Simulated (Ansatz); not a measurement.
InSb: In on a Sb site (antisite), symmetric start

The reference is a 16-atom supercell of InSb in the zinc blende structure (space group F-43m, No. 216; a = 6.5191 Å) at its relaxed geometry.

Perturbation: a neutral In on a Sb site (antisite), symmetric start, atoms relaxed at fixed cell.

Computed with PBEsol/PAW in Ansatz (a program for electronic structure), spin-orbit coupling left out. Settings: 5×5×5 k-points, 0.05 eV Fermi–Dirac smearing.

The pressure hardly moves (0.0 GPa against 0.1 GPa) and the energy gained by relaxation is 0.01 eV. The largest displacement of a host atom from its site in the perfect cell amounts to 0.02 Å and the mean distance from the defect site to its nearest host atoms falls by 0.02 Å, from 2.82 Å to 2.80 Å.

Final structure:

```xyz
16
Lattice="0.0000 6.5191 6.5191 6.5191 0.0000 6.5191 6.5191 6.5191 0.0000" Properties=species:S:1:pos:R:3 pbc="T T T"
In     4.8894     4.8894     4.8894
Sb     8.1489     8.1489     4.8975
Sb     8.1489     4.8975     8.1489
Sb    11.4003     8.1489     8.1489
Sb     4.8975     8.1489     8.1489
Sb     8.1489    11.4003     8.1489
Sb     8.1489     8.1489    11.4003
Sb    11.4085    11.4085    11.4085
In     0.0033     0.0033     0.0033
In     3.2563     3.2563     0.0033
In     3.2563     0.0033     3.2563
In     6.5054     3.2733     3.2733
In     0.0033     3.2563     3.2563
In     3.2733     6.5054     3.2733
In     3.2733     3.2733     6.5054
In     6.5054     6.5054     6.5054
```

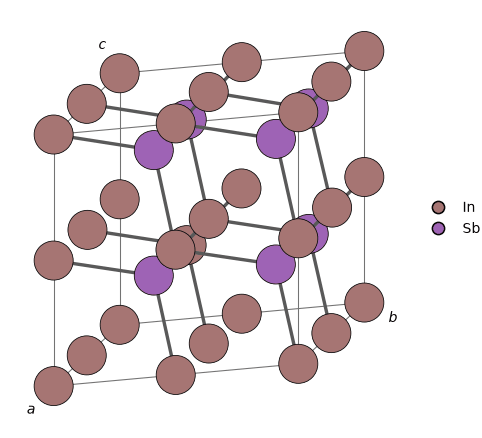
Figure. The relaxed cell after the change

Cost of the whole job for the changed cell (relaxation, final SCF and bands): very roughly 4 core-minutes.

The cell is small, so the values are those of an ordered compound at a high defect concentration; dilute-limit values will differ. The defect started on the symmetric site and kept its symmetry, so it may sit on a saddle. The final runs are not spin-polarised. The defect cell is not spin-polarised.
